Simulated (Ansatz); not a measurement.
**H3OSSi−: an energy map over bond length O1–S2 and bond length O1–H4**

A grid of calculations on H₃OSSi, SMILES OS[SiH2-], charge −1, to see where the energy is lowest and how it rises around there.

Computed with Ansatz 0.2.0. Level: RKS PBE0-D4/def2-TZVPD.

### 1 Starting geometry

SMILES `OS[SiH2-]`, 6 atoms, charge -1, spin multiplicity 1.

Atoms are counted from 1 here; the program's logs count them from 0.

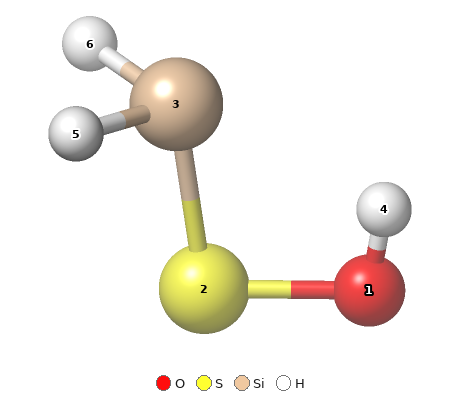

Start geometry, drawn with oxygen red, sulfur yellow, silicon light orange, hydrogen white; atoms are numbered from 1 in the order of the file.

Coordinates:

```xyz
6
H3OSSi
O    -1.26326   -1.64070   -0.36461
S     0.42096   -1.25532    0.11353
Si    0.21435    0.95160    0.06446
H    -1.63120   -0.72916   -0.46650
H     1.44576    1.34119   -0.78410
H     0.81340    1.33239    1.43722
```

This geometry comes from a loose relaxation at PBE in a small basis, which is not shown.

### 2 Relaxing the molecule

Contents of input.yaml:

```yaml
crystal:
  periodic: [false, false, false]
  atoms:
    - { symbol: O, position_ang: [-1.263257, -1.640704, -0.364606] }
    - { symbol: S, position_ang: [0.420956, -1.255321, 0.113527] }
    - { symbol: Si, position_ang: [0.214348, 0.951596, 0.064458] }
    - { symbol: H, position_ang: [-1.631201, -0.729158, -0.466498] }
    - { symbol: H, position_ang: [1.445765, 1.341186, -0.784104] }
    - { symbol: H, position_ang: [0.813399, 1.332391, 1.437223] }
total_charge: -1
basis:
  gaussian: { orbitals: def2-TZVPD }
hamiltonian:
  xc: pbe0
  dispersion: d4
output:
  forces: true
relax:
  f_tol: 0.003
  max_steps: 120
```

On the command line:

```bash
> ansatz run input.yaml --threads 1 --pin off --max-ram 2560MiB --backend cpu --events-out ev --progress --plain --runs-dir out
```

The program printed, cut to the lines that bear on the results:

```text
Warning: RAYON_NUM_THREADS=1 ignored (pool sized by the plan → 1); use --threads N
[...]
Functional definition: PBE0
[...]
948 factors; their error is unknown
[...]
mean field -20801.41060383 eV, -764.4377399881 hartree, gradient 1.3e-5 eV, S^2 0.000000; 0 other end points of the search recorded, 0 dependent functions left out
[...]
reference -20801.41064406 eV, -764.4377414666 hartree; 21, 21 occupied and 135, 135 virtual orbitals, 948 factors
relax step   1: F+E_penalty+E_count = -20801.53702844 eV  Δ(F+E_penalty+E_count) = +0.000e0 eV  max|allowed force component| = 1.095e0 eV/Å  Δτ_max = 0.0000 Å  (28 SCF iters, accepted)
[...]
relax step   6: F+E_penalty+E_count = -20801.59369415 eV  Δ(F+E_penalty+E_count) = -2.177e-4 eV  max|allowed force component| = 4.099e-2 eV/Å  Δτ_max = 0.0141 Å  (33 SCF iters, accepted)
[...]
relax step   7: F+E_penalty+E_count = -20801.59373631 eV  Δ(F+E_penalty+E_count) = -4.216e-5 eV  max|allowed force component| = 1.058e-3 eV/Å  Δτ_max = 0.0029 Å  (34 SCF iters, accepted)
948 factors; their error is unknown
[...]
mean field -20801.46662885 eV, -764.4397988697 hartree, gradient 5.6e-5 eV, S^2 0.000000; 1 other end points of the search recorded, 0 dependent functions left out
[...]
reference -20801.46666886 eV, -764.4398003402 hartree; 21, 21 occupied and 135, 135 virtual orbitals, 948 factors
Total energy: -20801.59377633 eV, -764.4444714533 hartree
Atom 0 at    -1.226187    -1.618975    -0.354620 Å, force    -0.000375     0.001059    -0.000168 eV/Å
Atom 1 at     0.388279    -1.233516     0.104905 Å, force     0.000149    -0.000273     0.000299 eV/Å
Atom 2 at     0.216340     0.948013     0.065166 Å, force    -0.000276    -0.000348    -0.000284 eV/Å
Atom 3 at    -1.623521    -0.737202    -0.464251 Å, force     0.000393    -0.000692     0.000074 eV/Å
Atom 4 at     1.435103     1.325173    -0.774490 Å, force    -0.000074     0.000260     0.000098 eV/Å
Atom 5 at     0.809995     1.316496     1.423289 Å, force     0.000183    -0.000006    -0.000018 eV/Å
Dipole moment:    -0.068573    -0.246522    -0.020532 e Å
```

Run time: 45 s. Hardware: 1 thread of Arm Neoverse V1, shared host; peak memory 0.29 GiB.

The steps of the relaxation:

```csv
step,energy from step 1 (eV),largest force component (eV/Å)
1,0.0000,1.0953
2,-0.0364,0.7323
3,-0.0522,0.1657
4,-0.0557,0.0810
5,-0.0564,0.0380
6,-0.0567,0.0410
7,-0.0567,0.0011
```

Close pairs (by a distance rule), those that changed most:

```csv
bond,before (Å),after (Å),change (Å)
O1–S2,1.793,1.722,-0.070
S2–Si3,2.217,2.189,-0.028
Si3–H6,1.545,1.527,-0.018
Si3–H5,1.545,1.527,-0.018
O1–H4,0.988,0.973,-0.015
```

### 3 Plan of the scan

The axes are (1) bond length O1–S2: 11 values from 1.412 to 2.583 Å; (2) bond length O1–H4: 11 values from 0.837 to 1.363 Å.

Nothing else is relaxed (all other coordinates rigid). Energies count from the relaxed molecule at the same level. Points are written as (first, second).

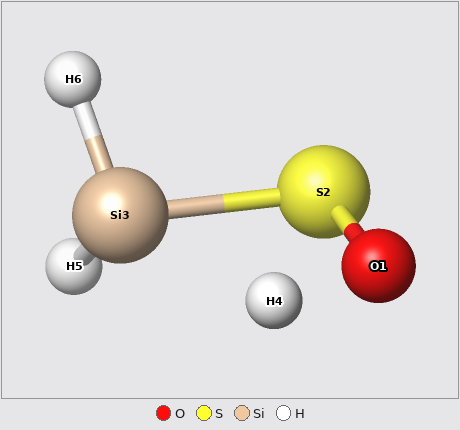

The geometry at (1.646 Å, 1.310 Å).

Of the runs on the grid, 3 are shown in the steps below; the others differ only in the two coordinates.

### 4 The run at (1.646 Å, 1.310 Å)

Contents of input.yaml:

```yaml
crystal:
  periodic: [false, false, false]
  atoms:
    - { symbol: O, position_ang: [-1.226187, -1.618975, -0.35462] }
    - { symbol: S, position_ang: [0.316776, -1.250588, 0.084553] }
    - { symbol: Si, position_ang: [0.144838, 0.930942, 0.044815] }
    - { symbol: H, position_ang: [-1.760944, -0.43223, -0.502168] }
    - { symbol: H, position_ang: [1.363601, 1.308102, -0.794841] }
    - { symbol: H, position_ang: [0.738492, 1.299424, 1.402937] }
total_charge: -1
basis:
  gaussian: { orbitals: def2-TZVPD }
hamiltonian:
  xc: pbe0
  dispersion: d4
output:
  forces: true
```

On the command line:

```bash
> ansatz run input.yaml --threads 1 --pin off --max-ram 2560MiB --backend cpu --events-out ev --progress --plain --runs-dir out
```

The program printed, cut to the lines that bear on the results:

```text
Warning: RAYON_NUM_THREADS=1 ignored (pool sized by the plan → 1); use --threads N
[...]
[... 1 set-up line as earlier in the session ...]
[...]
948 factors; their error is unknown
[...]
mean field -20800.27089415 eV, -764.3958564301 hartree, gradient 1.4e-5 eV, S^2 0.000000; 0 other end points of the search recorded, 0 dependent functions left out
[...]
reference -20800.27093459 eV, -764.3958579163 hartree; 21, 21 occupied and 135, 135 virtual orbitals, 948 factors
Total energy: -20800.41051370 eV, -764.4009873540 hartree
Atom 0 at    -1.226187    -1.618975    -0.354620 Å, force    -2.914017     3.419200    -0.814797 eV/Å
Atom 1 at     0.316776    -1.250588     0.084553 Å, force     0.818623     0.399718     0.233739 eV/Å
Atom 2 at     0.144838     0.930942     0.044815 Å, force     0.060261    -0.656085     0.014307 eV/Å
Atom 3 at    -1.760944    -0.432230    -0.502168 Å, force     2.195769    -3.583484     0.610663 eV/Å
Atom 4 at     1.363601     1.308102    -0.794841 Å, force    -0.075831     0.210543    -0.037588 eV/Å
Atom 5 at     0.738492     1.299424     1.402937 Å, force    -0.084805     0.210108    -0.006324 eV/Å
Dipole moment:    -0.016331    -0.064413    -0.004948 e Å
```

Wall time 5.9 s (1 thread of Arm Neoverse V1, shared host); peak memory 0.28 GiB.

On the map this point reads 1.18 eV.

### 5 The run at (1.764 Å, 0.995 Å)

Contents of input.yaml:

```yaml
crystal:
  periodic: [false, false, false]
  atoms:
    - { symbol: O, position_ang: [-1.226187, -1.618975, -0.35462] }
    - { symbol: S, position_ang: [0.42739, -1.224178, 0.116037] }
    - { symbol: Si, position_ang: [0.255451, 0.957351, 0.076298] }
    - { symbol: H, position_ang: [-1.632357, -0.717592, -0.466689] }
    - { symbol: H, position_ang: [1.474214, 1.334511, -0.763358] }
    - { symbol: H, position_ang: [0.849105, 1.325834, 1.434421] }
total_charge: -1
basis:
  gaussian: { orbitals: def2-TZVPD }
hamiltonian:
  xc: pbe0
  dispersion: d4
output:
  forces: true
```

On the command line:

```bash
> ansatz run input.yaml --threads 1 --pin off --max-ram 2560MiB --backend cpu --events-out ev --progress --plain --runs-dir out
```

The program printed, cut to the lines that bear on the results:

```text
Warning: RAYON_NUM_THREADS=1 ignored (pool sized by the plan → 1); use --threads N
[...]
[... 1 set-up line as earlier in the session ...]
[...]
948 factors; their error is unknown
[...]
mean field -20801.43925964 eV, -764.4387930697 hartree, gradient 1.3e-5 eV, S^2 0.000000; 0 other end points of the search recorded, 0 dependent functions left out
[...]
reference -20801.43929974 eV, -764.4387945435 hartree; 21, 21 occupied and 135, 135 virtual orbitals, 948 factors
Total energy: -20801.56611189 eV, -764.4434548042 hartree
Atom 0 at    -1.226187    -1.618975    -0.354620 Å, force     0.227962     0.963444     0.068030 eV/Å
Atom 1 at     0.427390    -1.224178     0.116037 Å, force    -0.708199    -0.073522    -0.200938 eV/Å
Atom 2 at     0.255451     0.957351     0.076298 Å, force    -0.015777    -0.039823    -0.004833 eV/Å
Atom 3 at    -1.632357    -0.717592    -0.466689 Å, force     0.508900    -0.827078     0.141471 eV/Å
Atom 4 at     1.474214     1.334511    -0.763358 Å, force    -0.005971    -0.011366    -0.003916 eV/Å
Atom 5 at     0.849105     1.325834     1.434421 Å, force    -0.006914    -0.011656     0.000185 eV/Å
Dipole moment:    -0.047501    -0.221990    -0.014457 e Å
```

Run time: 5.8 s. Hardware: 1 thread of Arm Neoverse V1, shared host; peak memory 0.28 GiB.

Energy on the map's scale: 0.028 eV.

### 6 Grid point (2.583 Å, 0.995 Å)

Contents of input.yaml:

```yaml
crystal:
  periodic: [false, false, false]
  atoms:
    - { symbol: O, position_ang: [-1.226187, -1.618975, -0.35462] }
    - { symbol: S, position_ang: [1.195121, -1.04088, 0.334555] }
    - { symbol: Si, position_ang: [1.023183, 1.14065, 0.294817] }
    - { symbol: H, position_ang: [-1.632357, -0.717592, -0.466689] }
    - { symbol: H, position_ang: [2.241946, 1.517809, -0.544839] }
    - { symbol: H, position_ang: [1.616837, 1.509132, 1.65294] }
total_charge: -1
basis:
  gaussian: { orbitals: def2-TZVPD }
hamiltonian:
  xc: pbe0
  dispersion: d4
output:
  forces: true
```

On the command line:

```bash
> ansatz run input.yaml --threads 1 --pin off --max-ram 2560MiB --backend cpu --events-out ev --progress --plain --runs-dir out
```

The program printed, cut to the lines that bear on the results:

```text
Warning: RAYON_NUM_THREADS=1 ignored (pool sized by the plan → 1); use --threads N
[...]
[... 1 set-up line as earlier in the session ...]
[...]
948 factors; their error is unknown
[...]
mean field -20799.71010398 eV, -764.3752477715 hartree, gradient 2.9e-5 eV, S^2 0.000000; 0 other end points of the search recorded, 0 dependent functions left out
[...]
reference -20799.71014659 eV, -764.3752493374 hartree; 21, 21 occupied and 135, 135 virtual orbitals, 948 factors
Total energy: -20799.82592863 eV, -764.3795042486 hartree
Atom 0 at    -1.226187    -1.618975    -0.354620 Å, force     0.563836     1.203592     0.164143 eV/Å
Atom 1 at     1.195121    -1.040880     0.334555 Å, force    -1.868650     1.463280    -0.523753 eV/Å
Atom 2 at     1.023183     1.140650     0.294817 Å, force     1.084878    -1.719240     0.301138 eV/Å
Atom 3 at    -1.632357    -0.717592    -0.466689 Å, force     0.951735    -1.065057     0.266256 eV/Å
Atom 4 at     2.241946     1.517809    -0.544839 Å, force    -0.339538     0.059355    -0.197005 eV/Å
Atom 5 at     1.616837     1.509132     1.652940 Å, force    -0.392260     0.058071    -0.010779 eV/Å
Dipole moment:     0.389656     0.488102     0.112424 e Å
```

It took 5.5 s on 1 thread of Arm Neoverse V1, shared host; peak memory 0.28 GiB.

Energy on the map's scale: 1.77 eV.

### 7 All points together

121 points were computed. Energies in eV, from the relaxed molecule at the same level:

```
bond length O1–H4 (Å) ↓, bond length O1–S2 (Å) →  1.412  1.529  1.646  1.764  1.881  1.998  2.115  2.232  2.349  2.466  2.583
                                           1.363   2.67   1.69   1.40   1.49   1.77   2.12   2.49   2.82   3.11   3.36   3.57
                                           1.310   2.53   1.50   1.18   1.25   1.50   1.84   2.19   2.51   2.80   3.04   3.25
                                           1.258   2.39   1.32   0.96   1.00   1.24   1.56   1.90   2.21   2.49   2.73   2.94
                                           1.205   2.24   1.12   0.74   0.75   0.97   1.28   1.61   1.92   2.19   2.43   2.63
                                           1.152   2.09   0.93   0.52   0.51   0.72   1.01   1.33   1.64   1.91   2.14   2.34
                                           1.100   1.96   0.76   0.32   0.30   0.49   0.78   1.09   1.39   1.66   1.89   2.09
                                           1.047   1.85   0.62   0.16   0.12   0.31   0.59   0.90   1.19   1.46   1.69   1.89
                                           0.995   1.81   0.55   0.08   0.03   0.20   0.48   0.78   1.07   1.34   1.57   1.77
                                           0.942   1.87   0.59   0.10   0.04   0.21   0.48   0.78   1.07   1.33   1.56   1.76
                                           0.890   2.07   0.77   0.27   0.21   0.38   0.65   0.94   1.23   1.49   1.72   1.92
                                           0.837   2.50   1.19   0.68   0.62   0.78   1.05   1.34   1.63   1.89   2.12   2.31
```

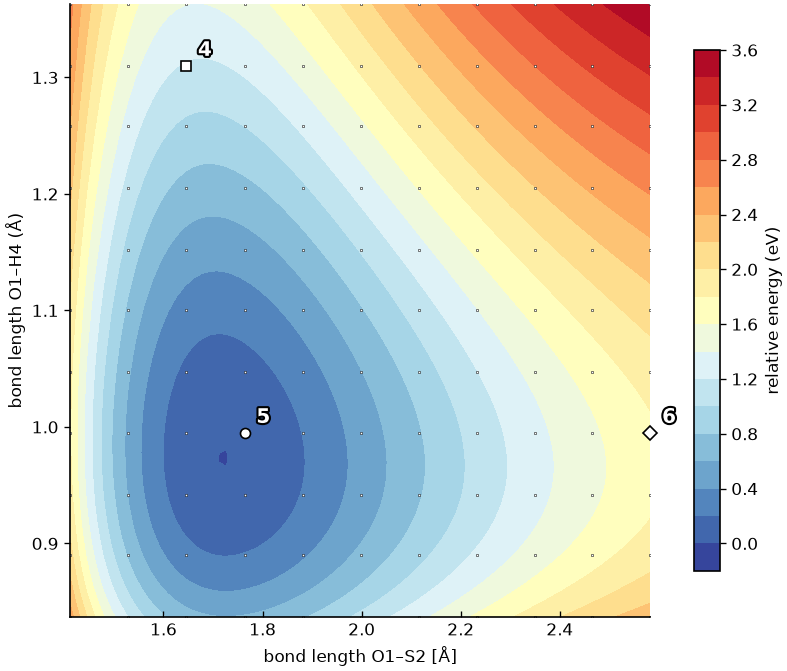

The map; numbers mark the steps of this session that print a point's run. In the figure: filled contours, dots at the grid points.

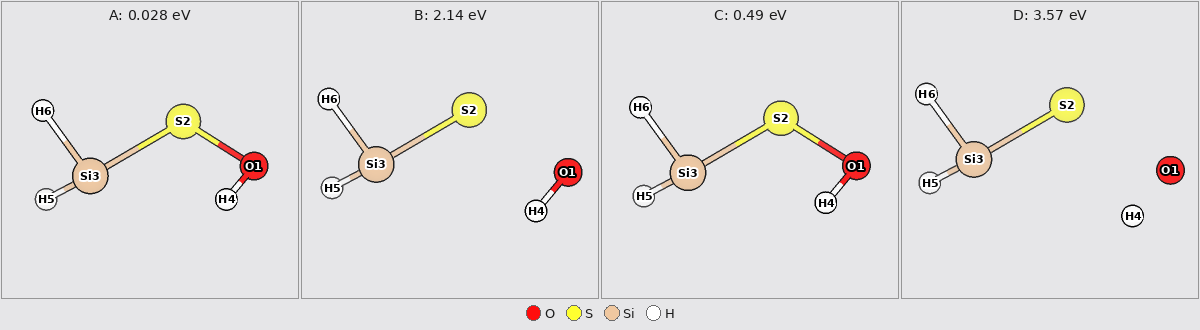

Structures on the grid, at one scale: A at (1.764 Å, 0.995 Å); B at (2.466 Å, 1.152 Å); C at (1.881 Å, 1.100 Å); D at (2.583 Å, 1.363 Å).

The largest force on an atom (eV/Å) at each point:

```
bond length O1–H4 (Å) ↓, bond length O1–S2 (Å) →  1.412  1.529  1.646  1.764  1.881  1.998  2.115  2.232  2.349  2.466  2.583
                                           1.363   13.8    6.9    4.3    4.6    5.0    5.3    5.6    5.8    5.9    6.0    6.0
                                           1.310   14.2    7.2    4.6    4.8    5.1    5.4    5.7    5.8    5.9    6.0    6.0
                                           1.258   14.5    7.4    4.7    4.8    5.1    5.4    5.6    5.7    5.8    5.9    5.9
                                           1.205   14.8    7.6    4.8    4.7    5.0    5.2    5.4    5.5    5.6    5.6    5.7
                                           1.152   15.0    7.6    4.6    4.4    4.7    4.8    5.0    5.1    5.1    5.2    5.2
                                           1.100   15.0    7.4    4.1    3.8    4.0    4.1    4.3    4.3    4.4    4.4    4.4
                                           1.047   14.8    7.0    3.3    2.7    2.8    3.0    3.1    3.1    3.2    3.2    3.2
                                           0.995   15.0    6.5    2.1    1.0    2.0    2.5    2.6    2.6    2.5    2.5    2.4
                                           0.942   15.3    6.7    2.0    1.9    2.6    2.9    2.9    2.7    2.5    2.5    2.4
                                           0.890   15.5    7.0    5.3    5.4    5.9    6.1    6.1    6.0    5.9    5.7    5.6
                                           0.837   15.7   10.6   10.5   10.6   11.1   11.3   11.3   11.2   11.1   11.0   10.9
```

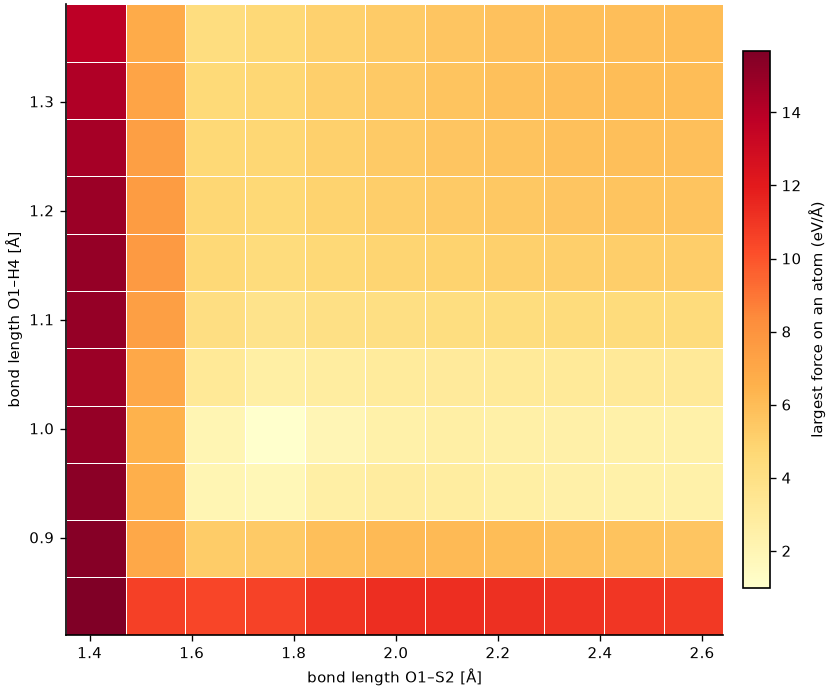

The largest force on an atom over the grid. In the figure: one coloured cell a grid point.

### 8 Summary of results

| quantity | value |
| --- | --- |
| lowest point | (1.764 Å, 0.995 Å), 0.028 eV |
| highest computed point | (2.583 Å, 1.363 Å), 3.54 eV above the lowest |
| largest force on an atom (eV/Å) | 1.0 at (1.764 Å, 0.995 Å) to 15.7 at (1.412 Å, 0.837 Å); 1.0 at the lowest point |
| time for the whole task | 12 min on 1 thread, shared host |

**Reading.** The lowest computed point is at (1.764 Å, 0.995 Å), 0.028 eV from the relaxed molecule at the same level. No other kind of well shows on this grid. The highest computed point, (2.583 Å, 1.363 Å), lies 3.54 eV above the lowest. Round the minimum the two coordinates are nearly uncoupled.
